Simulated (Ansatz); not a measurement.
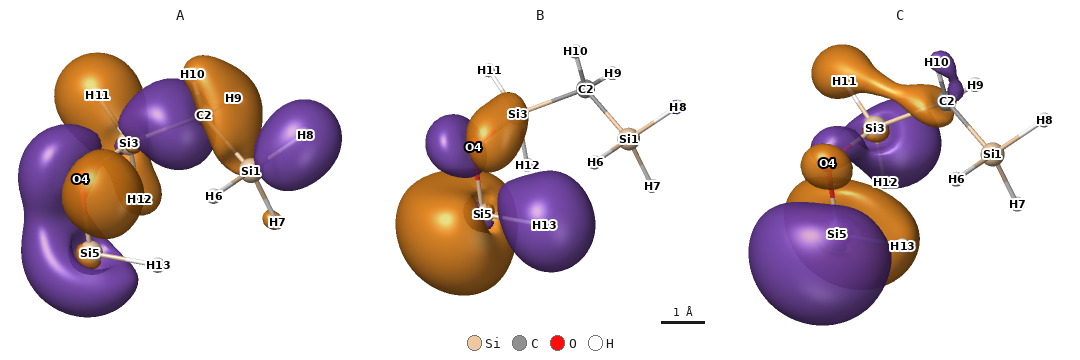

The picture shows: CH$_{8}$OSi$_{3}$. Three frontier orbitals at ±0.08 Å⁻³ᐟ² (orange and purple are the two phases), in no order.

Level of theory: RKS PBE/def2-SVP (Ansatz).

```xyz
13

Si   -1.0384   -1.3145   -0.8525
C     0.1591   -0.7588    0.5211
Si    1.6473    0.2735    0.0644
O     1.3676    1.5989   -0.9252
Si    2.1618    0.9228   -2.3513
H    -1.5454   -0.1375   -1.6341
H    -0.3703   -2.2986   -1.7696
H    -2.2126   -1.9964   -0.1976
H     0.5215   -1.6615    1.0615
H    -0.4205   -0.1669    1.2652
H     2.5091    0.6205    1.2413
H     2.6185   -0.4965   -0.9166
H     1.0783   -0.1590   -2.6958
```

**Order the three orbitals by energy and name them.**

A is the HOMO−1 (−7.38 eV). It lies mainly on O4 (about 35 %), C2 (about 15 %), Si5 (about 15 %), Si3 (about 15 %) and H11 (about 10 %). B is the HOMO (−5.25 eV). It lies mainly on Si5 (about 60 %), H13 (about 20 %) and O4 (about 15 %). C is the LUMO (−2.57 eV). It lies mainly on Si5 (about 70 %) and Si3 (about 15 %).

**What is the HOMO–LUMO gap?**

2.68 eV between the orbital energies.
